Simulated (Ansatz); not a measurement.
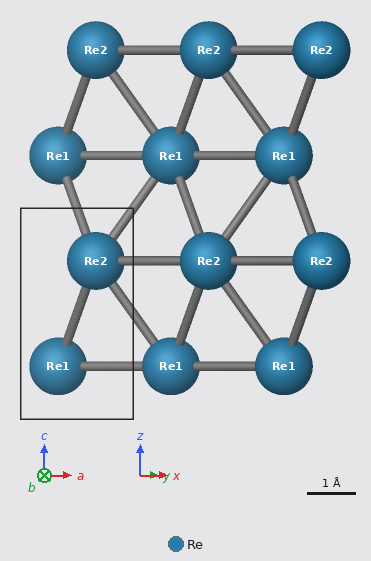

A scan of solid Re (P6_3/mmc): the ratio of the cell's length along z to its lengths across, counted as 1 for the reference, is changed at fixed volume (a c/a path), with the atoms kept at their fractional coordinates. x, y and z are the Cartesian axes of the input. The picture shows the reference cell. The picture is a ball-and-stick view of the cell of the calculation, repeated 3 × 2 × 2 with one cell outlined, seen along the b axis.

All numbers below come from DFT r2SCAN, scalar-relativistic, plane waves, PAW (Ansatz). Settings: plane-wave cutoff 500 eV; k-point mesh 21 × 21 × 12; occupations gaussian; smearing width 0.15 eV; no spin polarisation. Energies (free energies at the smearing named) are counted from the cell as listed in its source, which wasn't relaxed.

```xyz
2
Lattice="2.7653 0.0000 0.0000 -1.3827 2.3949 0.0000 0.0000 0.0000 4.4736" Properties=species:S:1:pos:R:3 pbc="T T T"
Re    0.0000    1.5966    1.1184
Re    1.3827    0.7983    3.3552
```

**Give the energy at each point (the relative ratio: 0.85, 0.92, 1.00, 1.10, 1.20).**

| axial ratio over its reference value | E − E(ref) (meV/atom) |
| --- | --- |
| 0.85 | 292 |
| 0.92 | 87 |
| 1.00 | 0 |
| 1.10 | 136 |
| 1.20 | 482 |

Of the computed points the lowest is at the relative ratio 1.00, 0 meV/atom. The end points stand at 292 meV/atom (0.85) and 482 meV/atom (1.20). The unrelaxed reference is under a pressure of −3.0 GPa. The distortion keeps the space group P6_3/mmc. At the relative ratio 1.20 the cell of the drawing goes a 2.765 → 2.602 Å, b 2.765 → 2.602 Å, c 4.474 → 5.052 Å.
